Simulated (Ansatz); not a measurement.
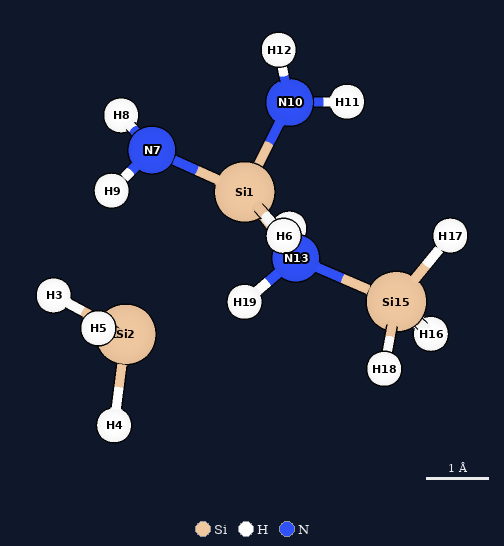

Fig. 1: The structure as given in the input (ball-and-stick view, seen at a tilt; atoms are numbered from 1 in the order of the input). Bond lengths as drawn: H–N 1.02 to 1.10 Å, H–Si 1.50 to 1.53 Å and N–Si 1.75 to 2.00 Å.

**Molecular dynamics of Si3N3H13 (part 1 of 4)**

Si3N3H13, computed with RKS PBE/def2-SVP (Ansatz 0.2.0).

It belongs to a series of runs on one base structure; here: dynamics from the highest image of the converged band. Figures and captions count atoms from 1; the log counts them from 0 in places.

Log
```
Engine: ansatz 0.2.0, x86_64-unknown-linux-gnu
Functional definition: PBE
  parameter kappa = 0.804
  parameter beta = 0.06672455060314922
  exchange = pbe_x(kappa = kappa, mu = beta*pi^2/3)
  correlation = pbe_c(beta = beta)
1858 factors; their error is unknown
mean field evaluation 1: about -28267.3462 eV, gradient 9.4e1 eV
mean field evaluation 2: about -28167.1079 eV, gradient 1.9e2 eV
mean field evaluation 4: about -28284.5715 eV, gradient 2.0e1 eV
mean field evaluation 8: about -28285.6921 eV, gradient 2.4e-1 eV
mean field evaluation 16: about -28285.5588 eV, gradient 3.5e-3 eV
mean field -28285.55878820 eV, -1039.4751128260 hartree, gradient 5.1e-5 eV, S^2 0.000000; 0 other end points of the search recorded, 0 dependent functions left out
the calculation of the forces begins
reference -28285.55883845 eV, -1039.4751146725 hartree; 38, 38 occupied and 123, 123 virtual orbitals, 1858 factors
md step     0: t =     0.00 fs  T =   100.0 K  F+E_penalty+E_count = -28285.55878820 eV  E_kin = 0.219742 eV  conserved = -28285.33904620 eV  (33 SCF iters)
these checks for a lower state are left out or cut short: starts, cluster_reference, orbital_swaps, neighbouring_geometries, increment
1858 factors; their error is unknown
mean field -28285.55299699 eV, -1039.4749000029 hartree, gradient 1.5e-5 eV, S^2 0.000000; 0 other end points of the search recorded, 0 dependent functions left out
the calculation of the forces begins
reference -28285.55304727 eV, -1039.4749018508 hartree; 38, 38 occupied and 123, 123 virtual orbitals, 1858 factors
md step     1: t =     0.50 fs  T =    97.4 K  F+E_penalty+E_count = -28285.55299699 eV  E_kin = 0.214077 eV  conserved = -28285.33891957 eV  (32 SCF iters)
[... from here on the SCF iterations and repeated set-up lines of each step are left out, up to the last step ...]
md step     2: t =     1.00 fs  T =    90.4 K  F+E_penalty+E_count = -28285.53721535 eV  E_kin = 0.198610 eV  conserved = -28285.33860558 eV  (33 SCF iters)
md step     3: t =     1.50 fs  T =    81.1 K  F+E_penalty+E_count = -28285.51632642 eV  E_kin = 0.178104 eV  conserved = -28285.33822215 eV  (33 SCF iters)
md step     4: t =     2.00 fs  T =    72.1 K  F+E_penalty+E_count = -28285.49628302 eV  E_kin = 0.158366 eV  conserved = -28285.33791747 eV  (32 SCF iters)
md step     5: t =     2.50 fs  T =    65.5 K  F+E_penalty+E_count = -28285.48182935 eV  E_kin = 0.144031 eV  conserved = -28285.33779836 eV  (33 SCF iters)
md step     6: t =     3.00 fs  T =    62.3 K  F+E_penalty+E_count = -28285.47484364 eV  E_kin = 0.136961 eV  conserved = -28285.33788290 eV  (33 SCF iters)
md step     7: t =     3.50 fs  T =    61.9 K  F+E_penalty+E_count = -28285.47404384 eV  E_kin = 0.135945 eV  conserved = -28285.33809878 eV  (32 SCF iters)
md step     8: t =     4.00 fs  T =    62.7 K  F+E_penalty+E_count = -28285.47608132 eV  E_kin = 0.137751 eV  conserved = -28285.33832989 eV  (33 SCF iters)
md step     9: t =     4.50 fs  T =    63.2 K  F+E_penalty+E_count = -28285.47733510 eV  E_kin = 0.138861 eV  conserved = -28285.33847397 eV  (33 SCF iters)
md step    10: t =     5.00 fs  T =    62.4 K  F+E_penalty+E_count = -28285.47552391 eV  E_kin = 0.137045 eV  conserved = -28285.33847934 eV  (32 SCF iters)
md step    11: t =     5.50 fs  T =    60.2 K  F+E_penalty+E_count = -28285.47053886 eV  E_kin = 0.132183 eV  conserved = -28285.33835563 eV  (32 SCF iters)
md step    12: t =     6.00 fs  T =    57.4 K  F+E_penalty+E_count = -28285.46430134 eV  E_kin = 0.126134 eV  conserved = -28285.33816712 eV  (32 SCF iters)
md step    13: t =     6.50 fs  T =    55.4 K  F+E_penalty+E_count = -28285.45975014 eV  E_kin = 0.121740 eV  conserved = -28285.33801052 eV  (32 SCF iters)
md step    14: t =     7.00 fs  T =    55.2 K  F+E_penalty+E_count = -28285.45931790 eV  E_kin = 0.121340 eV  conserved = -28285.33797769 eV  (33 SCF iters)
md step    15: t =     7.50 fs  T =    57.1 K  F+E_penalty+E_count = -28285.46350681 eV  E_kin = 0.125396 eV  conserved = -28285.33811056 eV  (32 SCF iters)
md step    16: t =     8.00 fs  T =    60.0 K  F+E_penalty+E_count = -28285.47026830 eV  E_kin = 0.131899 eV  conserved = -28285.33836968 eV  (33 SCF iters)
md step    17: t =     8.50 fs  T =    62.3 K  F+E_penalty+E_count = -28285.47562167 eV  E_kin = 0.136973 eV  conserved = -28285.33864838 eV  (33 SCF iters)
md step    18: t =     9.00 fs  T =    62.1 K  F+E_penalty+E_count = -28285.47531840 eV  E_kin = 0.136502 eV  conserved = -28285.33881603 eV  (32 SCF iters)
md step    19: t =     9.50 fs  T =    58.3 K  F+E_penalty+E_count = -28285.46683466 eV  E_kin = 0.128052 eV  conserved = -28285.33878248 eV  (32 SCF iters)
md step    20: t =    10.00 fs  T =    51.1 K  F+E_penalty+E_count = -28285.45077160 eV  E_kin = 0.112235 eV  conserved = -28285.33853640 eV  (33 SCF iters)
md step    21: t =    10.50 fs  T =    42.3 K  F+E_penalty+E_count = -28285.43102187 eV  E_kin = 0.092865 eV  conserved = -28285.33815718 eV  (33 SCF iters)
md step    22: t =    11.00 fs  T =    34.5 K  F+E_penalty+E_count = -28285.41352327 eV  E_kin = 0.075734 eV  conserved = -28285.33778898 eV  (33 SCF iters)
md step    23: t =    11.50 fs  T =    30.2 K  F+E_penalty+E_count = -28285.40401196 eV  E_kin = 0.066430 eV  conserved = -28285.33758174 eV  (26 SCF iters)
md step    24: t =    12.00 fs  T =    31.0 K  F+E_penalty+E_count = -28285.40570709 eV  E_kin = 0.068086 eV  conserved = -28285.33762086 eV  (25 SCF iters)
md step    25: t =    12.50 fs  T =    36.5 K  F+E_penalty+E_count = -28285.41800681 eV  E_kin = 0.080123 eV  conserved = -28285.33788405 eV  (24 SCF iters)
md step    26: t =    13.00 fs  T =    44.9 K  F+E_penalty+E_count = -28285.43681611 eV  E_kin = 0.098557 eV  conserved = -28285.33825914 eV  (32 SCF iters)
md step    27: t =    13.50 fs  T =    53.5 K  F+E_penalty+E_count = -28285.45625848 eV  E_kin = 0.117654 eV  conserved = -28285.33860431 eV  (32 SCF iters)
md step    28: t =    14.00 fs  T =    60.1 K  F+E_penalty+E_count = -28285.47088683 eV  E_kin = 0.132080 eV  conserved = -28285.33880637 eV  (32 SCF iters)
md step    29: t =    14.50 fs  T =    63.1 K  F+E_penalty+E_count = -28285.47747486 eV  E_kin = 0.138662 eV  conserved = -28285.33881335 eV  (32 SCF iters)
md step    30: t =    15.00 fs  T =    62.4 K  F+E_penalty+E_count = -28285.47584616 eV  E_kin = 0.137202 eV  conserved = -28285.33864465 eV  (32 SCF iters)
md step    31: t =    15.50 fs  T =    59.3 K  F+E_penalty+E_count = -28285.46859348 eV  E_kin = 0.130217 eV  conserved = -28285.33837683 eV  (32 SCF iters)
md step    32: t =    16.00 fs  T =    55.4 K  F+E_penalty+E_count = -28285.45985955 eV  E_kin = 0.121737 eV  conserved = -28285.33812289 eV  (32 SCF iters)
md step    33: t =    16.50 fs  T =    52.6 K  F+E_penalty+E_count = -28285.45357716 eV  E_kin = 0.115590 eV  conserved = -28285.33798688 eV  (32 SCF iters)
md step    34: t =    17.00 fs  T =    51.8 K  F+E_penalty+E_count = -28285.45184923 eV  E_kin = 0.113831 eV  conserved = -28285.33801810 eV  (33 SCF iters)
md step    35: t =    17.50 fs  T =    52.8 K  F+E_penalty+E_count = -28285.45419141 eV  E_kin = 0.116007 eV  conserved = -28285.33818457 eV  (33 SCF iters)
md step    36: t =    18.00 fs  T =    54.4 K  F+E_penalty+E_count = -28285.45803250 eV  E_kin = 0.119643 eV  conserved = -28285.33838903 eV  (33 SCF iters)
md step    37: t =    18.50 fs  T =    55.4 K  F+E_penalty+E_count = -28285.46022800 eV  E_kin = 0.121711 eV  conserved = -28285.33851657 eV  (33 SCF iters)
md step    38: t =    19.00 fs  T =    54.8 K  F+E_penalty+E_count = -28285.45882783 eV  E_kin = 0.120335 eV  conserved = -28285.33849296 eV  (32 SCF iters)
md step    39: t =    19.50 fs  T =    52.7 K  F+E_penalty+E_count = -28285.45422172 eV  E_kin = 0.115902 eV  conserved = -28285.33831999 eV  (32 SCF iters)
md step    40: t =    20.00 fs  T =    50.5 K  F+E_penalty+E_count = -28285.44910285 eV  E_kin = 0.111025 eV  conserved = -28285.33807828 eV  (32 SCF iters)
md step    41: t =    20.50 fs  T =    49.7 K  F+E_penalty+E_count = -28285.44721150 eV  E_kin = 0.109318 eV  conserved = -28285.33789304 eV  (32 SCF iters)
md step    42: t =    21.00 fs  T =    51.7 K  F+E_penalty+E_count = -28285.45140244 eV  E_kin = 0.113530 eV  conserved = -28285.33787232 eV  (32 SCF iters)
md step    43: t =    21.50 fs  T =    56.4 K  F+E_penalty+E_count = -28285.46199062 eV  E_kin = 0.123944 eV  conserved = -28285.33804683 eV  (33 SCF iters)
md step    44: t =    22.00 fs  T =    62.8 K  F+E_penalty+E_count = -28285.47627238 eV  E_kin = 0.137918 eV  conserved = -28285.33835420 eV  (33 SCF iters)
md step    45: t =    22.50 fs  T =    68.6 K  F+E_penalty+E_count = -28285.48947880 eV  E_kin = 0.150806 eV  conserved = -28285.33867251 eV  (33 SCF iters)
md step    46: t =    23.00 fs  T =    71.8 K  F+E_penalty+E_count = -28285.49664410 eV  E_kin = 0.157762 eV  conserved = -28285.33888249 eV  (32 SCF iters)
md step    47: t =    23.50 fs  T =    70.8 K  F+E_penalty+E_count = -28285.49447844 eV  E_kin = 0.155566 eV  conserved = -28285.33891227 eV  (33 SCF iters)
md step    48: t =    24.00 fs  T =    65.4 K  F+E_penalty+E_count = -28285.48253066 eV  E_kin = 0.143778 eV  conserved = -28285.33875308 eV  (32 SCF iters)
md step    49: t =    24.50 fs  T =    56.8 K  F+E_penalty+E_count = -28285.46334856 eV  E_kin = 0.124897 eV  conserved = -28285.33845159 eV  (33 SCF iters)
md step    50: t =    25.00 fs  T =    47.1 K  F+E_penalty+E_count = -28285.44169598 eV  E_kin = 0.103592 eV  conserved = -28285.33810433 eV  (33 SCF iters)
md step    51: t =    25.50 fs  T =    38.8 K  F+E_penalty+E_count = -28285.42303711 eV  E_kin = 0.085211 eV  conserved = -28285.33782612 eV  (32 SCF iters)
md step    52: t =    26.00 fs  T =    33.7 K  F+E_penalty+E_count = -28285.41173136 eV  E_kin = 0.074018 eV  conserved = -28285.33771343 eV  (32 SCF iters)
md step    53: t =    26.50 fs  T =    32.6 K  F+E_penalty+E_count = -28285.40954019 eV  E_kin = 0.071738 eV  conserved = -28285.33780263 eV  (33 SCF iters)
md step    54: t =    27.00 fs  T =    35.1 K  F+E_penalty+E_count = -28285.41508086 eV  E_kin = 0.077032 eV  conserved = -28285.33804930 eV  (33 SCF iters)
md step    55: t =    27.50 fs  T =    39.2 K  F+E_penalty+E_count = -28285.42453179 eV  E_kin = 0.086188 eV  conserved = -28285.33834357 eV  (32 SCF iters)
md step    56: t =    28.00 fs  T =    43.1 K  F+E_penalty+E_count = -28285.43332660 eV  E_kin = 0.094765 eV  conserved = -28285.33856169 eV  (33 SCF iters)
md step    57: t =    28.50 fs  T =    45.3 K  F+E_penalty+E_count = -28285.43807480 eV  E_kin = 0.099455 eV  conserved = -28285.33862005 eV  (32 SCF iters)
md step    58: t =    29.00 fs  T =    45.2 K  F+E_penalty+E_count = -28285.43785263 eV  E_kin = 0.099341 eV  conserved = -28285.33851210 eV  (32 SCF iters)
md step    59: t =    29.50 fs  T =    43.7 K  F+E_penalty+E_count = -28285.43429010 eV  E_kin = 0.095979 eV  conserved = -28285.33831111 eV  (32 SCF iters)
md step    60: t =    30.00 fs  T =    42.0 K  F+E_penalty+E_count = -28285.43043282 eV  E_kin = 0.092298 eV  conserved = -28285.33813476 eV  (32 SCF iters)
md step    61: t =    30.50 fs  T =    41.4 K  F+E_penalty+E_count = -28285.42896046 eV  E_kin = 0.090884 eV  conserved = -28285.33807644 eV  (33 SCF iters)
md step    62: t =    31.00 fs  T =    42.1 K  F+E_penalty+E_count = -28285.43074198 eV  E_kin = 0.092583 eV  conserved = -28285.33815898 eV  (33 SCF iters)
md step    63: t =    31.50 fs  T =    43.8 K  F+E_penalty+E_count = -28285.43448651 eV  E_kin = 0.096161 eV  conserved = -28285.33832590 eV  (32 SCF iters)
md step    64: t =    32.00 fs  T =    45.1 K  F+E_penalty+E_count = -28285.43759231 eV  E_kin = 0.099110 eV  conserved = -28285.33848231 eV  (33 SCF iters)
md step    65: t =    32.50 fs  T =    45.1 K  F+E_penalty+E_count = -28285.43759516 eV  E_kin = 0.099046 eV  conserved = -28285.33854894 eV  (32 SCF iters)
md step    66: t =    33.00 fs  T =    43.2 K  F+E_penalty+E_count = -28285.43342105 eV  E_kin = 0.094929 eV  conserved = -28285.33849210 eV  (32 SCF iters)
md step    67: t =    33.50 fs  T =    39.9 K  F+E_penalty+E_count = -28285.42594534 eV  E_kin = 0.087618 eV  conserved = -28285.33832692 eV  (32 SCF iters)
md step    68: t =    34.00 fs  T =    36.3 K  F+E_penalty+E_count = -28285.41776484 eV  E_kin = 0.079658 eV  conserved = -28285.33810728 eV  (33 SCF iters)
md step    69: t =    34.50 fs  T =    33.9 K  F+E_penalty+E_count = -28285.41233319 eV  E_kin = 0.074421 eV  conserved = -28285.33791212 eV  (32 SCF iters)
md step    70: t =    35.00 fs  T =    34.1 K  F+E_penalty+E_count = -28285.41270888 eV  E_kin = 0.074886 eV  conserved = -28285.33782242 eV  (33 SCF iters)
md step    71: t =    35.50 fs  T =    37.5 K  F+E_penalty+E_count = -28285.42028030 eV  E_kin = 0.082389 eV  conserved = -28285.33789129 eV  (33 SCF iters)
md step    72: t =    36.00 fs  T =    43.6 K  F+E_penalty+E_count = -28285.43395078 eV  E_kin = 0.095837 eV  conserved = -28285.33811418 eV  (33 SCF iters)
md step    73: t =    36.50 fs  T =    50.9 K  F+E_penalty+E_count = -28285.45024238 eV  E_kin = 0.111825 eV  conserved = -28285.33841732 eV  (32 SCF iters)
md step    74: t =    37.00 fs  T =    57.2 K  F+E_penalty+E_count = -28285.46445259 eV  E_kin = 0.125768 eV  conserved = -28285.33868471 eV  (32 SCF iters)
md step    75: t =    37.50 fs  T =    60.8 K  F+E_penalty+E_count = -28285.47245796 eV  E_kin = 0.133650 eV  conserved = -28285.33880826 eV  (32 SCF iters)
md step    76: t =    38.00 fs  T =    60.8 K  F+E_penalty+E_count = -28285.47238239 eV  E_kin = 0.133645 eV  conserved = -28285.33873740 eV  (33 SCF iters)
md step    77: t =    38.50 fs  T =    57.7 K  F+E_penalty+E_count = -28285.46535937 eV  E_kin = 0.126852 eV  conserved = -28285.33850766 eV  (32 SCF iters)
md step    78: t =    39.00 fs  T =    53.1 K  F+E_penalty+E_count = -28285.45498851 eV  E_kin = 0.116765 eV  conserved = -28285.33822317 eV  (32 SCF iters)
md step    79: t =    39.50 fs  T =    49.0 K  F+E_penalty+E_count = -28285.44571286 eV  E_kin = 0.107702 eV  conserved = -28285.33801057 eV  (33 SCF iters)
md step    80: t =    40.00 fs  T =    46.8 K  F+E_penalty+E_count = -28285.44087409 eV  E_kin = 0.102923 eV  conserved = -28285.33795156 eV  (32 SCF iters)
md step    81: t =    40.50 fs  T =    47.0 K  F+E_penalty+E_count = -28285.44143206 eV  E_kin = 0.103384 eV  conserved = -28285.33804801 eV  (32 SCF iters)
md step    82: t =    41.00 fs  T =    49.0 K  F+E_penalty+E_count = -28285.44592743 eV  E_kin = 0.107698 eV  conserved = -28285.33822897 eV  (33 SCF iters)
md step    83: t =    41.50 fs  T =    51.5 K  F+E_penalty+E_count = -28285.45155140 eV  E_kin = 0.113151 eV  conserved = -28285.33840018 eV  (32 SCF iters)
md step    84: t =    42.00 fs  T =    53.3 K  F+E_penalty+E_count = -28285.45560672 eV  E_kin = 0.117116 eV  conserved = -28285.33849099 eV  (33 SCF iters)
md step    85: t =    42.50 fs  T =    53.8 K  F+E_penalty+E_count = -28285.45663348 eV  E_kin = 0.118157 eV  conserved = -28285.33847628 eV  (32 SCF iters)
md step    86: t =    43.00 fs  T =    53.0 K  F+E_penalty+E_count = -28285.45483173 eV  E_kin = 0.116458 eV  conserved = -28285.33837370 eV  (33 SCF iters)
md step    87: t =    43.50 fs  T =    51.7 K  F+E_penalty+E_count = -28285.45178741 eV  E_kin = 0.113554 eV  conserved = -28285.33823360 eV  (32 SCF iters)
md step    88: t =    44.00 fs  T =    50.8 K  F+E_penalty+E_count = -28285.44968121 eV  E_kin = 0.111561 eV  conserved = -28285.33812007 eV  (32 SCF iters)
md step    89: t =    44.50 fs  T =    51.0 K  F+E_penalty+E_count = -28285.45025659 eV  E_kin = 0.112163 eV  conserved = -28285.33809313 eV  (33 SCF iters)
md step    90: t =    45.00 fs  T =    52.7 K  F+E_penalty+E_count = -28285.45388337 eV  E_kin = 0.115704 eV  conserved = -28285.33817926 eV  (32 SCF iters)
md step    91: t =    45.50 fs  T =    55.0 K  F+E_penalty+E_count = -28285.45914782 eV  E_kin = 0.120792 eV  conserved = -28285.33835615 eV  (32 SCF iters)
md step    92: t =    46.00 fs  T =    56.8 K  F+E_penalty+E_count = -28285.46325308 eV  E_kin = 0.124705 eV  conserved = -28285.33854835 eV  (33 SCF iters)
md step    93: t =    46.50 fs  T =    56.7 K  F+E_penalty+E_count = -28285.46319721 eV  E_kin = 0.124536 eV  conserved = -28285.33866111 eV  (33 SCF iters)
md step    94: t =    47.00 fs  T =    54.0 K  F+E_penalty+E_count = -28285.45723345 eV  E_kin = 0.118607 eV  conserved = -28285.33862662 eV  (33 SCF iters)
md step    95: t =    47.50 fs  T =    48.9 K  F+E_penalty+E_count = -28285.44591551 eV  E_kin = 0.107478 eV  conserved = -28285.33843799 eV  (33 SCF iters)
md step    96: t =    48.00 fs  T =    42.8 K  F+E_penalty+E_count = -28285.43217732 eV  E_kin = 0.094015 eV  conserved = -28285.33816268 eV  (33 SCF iters)
md step    97: t =    48.50 fs  T =    37.5 K  F+E_penalty+E_count = -28285.42029090 eV  E_kin = 0.082377 eV  conserved = -28285.33791379 eV  (32 SCF iters)
md step    98: t =    49.00 fs  T =    34.7 K  F+E_penalty+E_count = -28285.41411242 eV  E_kin = 0.076314 eV  conserved = -28285.33779860 eV  (33 SCF iters)
md step    99: t =    49.50 fs  T =    35.3 K  F+E_penalty+E_count = -28285.41543323 eV  E_kin = 0.077571 eV  conserved = -28285.33786251 eV  (32 SCF iters)
md step   100: t =    50.00 fs  T =    38.8 K  F+E_penalty+E_count = -28285.42327981 eV  E_kin = 0.085213 eV  conserved = -28285.33806646 eV  (33 SCF iters)
md step   101: t =    50.50 fs  T =    43.8 K  F+E_penalty+E_count = -28285.43449379 eV  E_kin = 0.096179 eV  conserved = -28285.33831442 eV  (33 SCF iters)
md step   102: t =    51.00 fs  T =    48.6 K  F+E_penalty+E_count = -28285.44519746 eV  E_kin = 0.106690 eV  conserved = -28285.33850787 eV  (33 SCF iters)
md step   103: t =    51.50 fs  T =    51.8 K  F+E_penalty+E_count = -28285.45233924 eV  E_kin = 0.113753 eV  conserved = -28285.33858629 eV  (33 SCF iters)
md step   104: t =    52.00 fs  T =    52.8 K  F+E_penalty+E_count = -28285.45465648 eV  E_kin = 0.116113 eV  conserved = -28285.33854340 eV  (33 SCF iters)
md step   105: t =    52.50 fs  T =    52.1 K  F+E_penalty+E_count = -28285.45280725 eV  E_kin = 0.114391 eV  conserved = -28285.33841626 eV  (33 SCF iters)
md step   106: t =    53.00 fs  T =    50.3 K  F+E_penalty+E_count = -28285.44880769 eV  E_kin = 0.110546 eV  conserved = -28285.33826219 eV  (33 SCF iters)
md step   107: t =    53.50 fs  T =    48.7 K  F+E_penalty+E_count = -28285.44509255 eV  E_kin = 0.106945 eV  conserved = -28285.33814740 eV  (33 SCF iters)
md step   108: t =    54.00 fs  T =    48.0 K  F+E_penalty+E_count = -28285.44349543 eV  E_kin = 0.105377 eV  conserved = -28285.33811839 eV  (33 SCF iters)
md step   109: t =    54.50 fs  T =    48.4 K  F+E_penalty+E_count = -28285.44450346 eV  E_kin = 0.106316 eV  conserved = -28285.33818777 eV  (33 SCF iters)
md step   110: t =    55.00 fs  T =    49.5 K  F+E_penalty+E_count = -28285.44706728 eV  E_kin = 0.108744 eV  conserved = -28285.33832367 eV  (33 SCF iters)
md step   111: t =    55.50 fs  T =    50.4 K  F+E_penalty+E_count = -28285.44911941 eV  E_kin = 0.110664 eV  conserved = -28285.33845544 eV  (32 SCF iters)
md step   112: t =    56.00 fs  T =    50.1 K  F+E_penalty+E_count = -28285.44865696 eV  E_kin = 0.110148 eV  conserved = -28285.33850908 eV  (33 SCF iters)
md step   113: t =    56.50 fs  T =    48.4 K  F+E_penalty+E_count = -28285.44489371 eV  E_kin = 0.106451 eV  conserved = -28285.33844266 eV  (32 SCF iters)
md step   114: t =    57.00 fs  T =    45.8 K  F+E_penalty+E_count = -28285.43889859 eV  E_kin = 0.100625 eV  conserved = -28285.33827351 eV  (32 SCF iters)
md step   115: t =    57.50 fs  T =    43.3 K  F+E_penalty+E_count = -28285.43331003 eV  E_kin = 0.095233 eV  conserved = -28285.33807743 eV  (33 SCF iters)
```
